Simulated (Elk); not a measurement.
Band structure of NbRe (Cmmm, 2 atoms in the cell).

```yaml
crystal:
  lattice:
    - [1.58475, -2.24947, 0.00000]
    - [1.58475, 2.24947, 0.00000]
    - [0.00000, 0.00000, 4.50583]
  atoms:
    - { symbol: Nb, position: [0.00000, 0.00000, 0.00000] }
    - { symbol: Re, position: [0.50000, 0.50000, 0.50000] }
```

Computed with LDA (PW92), all-electron FP-LAPW, Elk's shipped species files, default APW+lo basis (Elk).

Settings: xctype = 3; rgkmax = 7; stype = 0; swidth = 0.00999582 Ha; ngridk = 13 13 8; rmtscf = 0.87.

The starting cell comes from a database of computed structures (which also holds hypothetical and non-ambient phases and stackings), without a prior relaxation at this level. Its lattice was rescaled by a random factor within 2.5 % of one. Spin-orbit coupling is off. Spin polarisation is off. Values depend on the basis (sphere radii, cutoffs, local orbitals), which need not be converged.

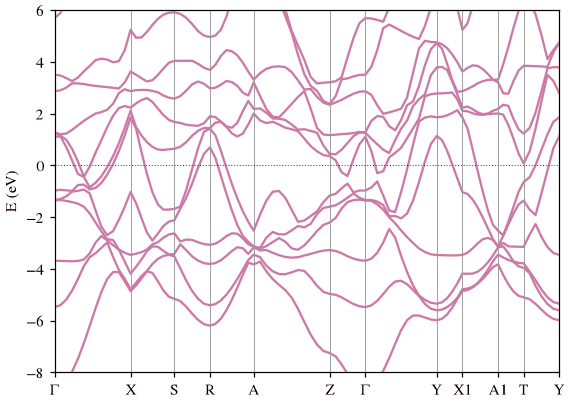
Figure. Bands along the path, energies from the Fermi level.

Levels in eV from the Fermi level, bands 18 to 25:
```tsv
point	18	19	20	21	22	23	24	25
Γ	-3.68	-1.36	-1.33	-0.97	1.11	1.26	1.28	2.87
X	-4.18	-3.46	-1.03	1.85	2.11	2.23	2.87	3.63
S	-3.42	-2.62	-2.12	-1.68	0.65	1.68	2.58	4.04
R	-3.81	-3.07	0.70	1.42	1.45	1.90	2.98	3.69
A	-3.16	-3.14	-3.12	-2.52	2.01	2.19	3.21	3.32
Z	-3.27	-2.20	-1.59	-1.16	0.36	0.45	1.17	2.35
Y	-5.34	-3.46	1.14	1.86	2.79	3.80	4.74	4.76
X1	-4.18	-3.46	-1.03	1.85	2.11	2.23	2.87	3.63
A1	-3.16	-3.14	-3.12	-2.52	2.01	2.19	3.21	3.32
T	-3.78	-3.14	-1.36	-0.64	0.09	1.23	3.85	6.32
```

Bands cross the Fermi level along this path, so the cell is metallic at this level.
